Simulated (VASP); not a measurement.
Band structure of Ni (fcc). Level of theory: revTPSS meta-GGA, VASP's PBE PAW potentials (set 64) (plane waves; VASP).

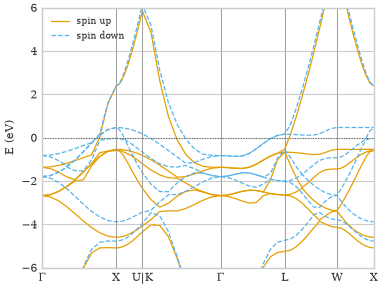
Figure. Bands along high-symmetry lines, zero at the valence-band maximum or, without a gap, the Fermi level

### Question
Read the plot: is there a gap, and where are the band edges?

### Answer
It has no gap at this level: it comes out as a metal or semimetal.

The compound is Ni in the fcc structure. It was relaxed first, which changed the volume by -5 %.
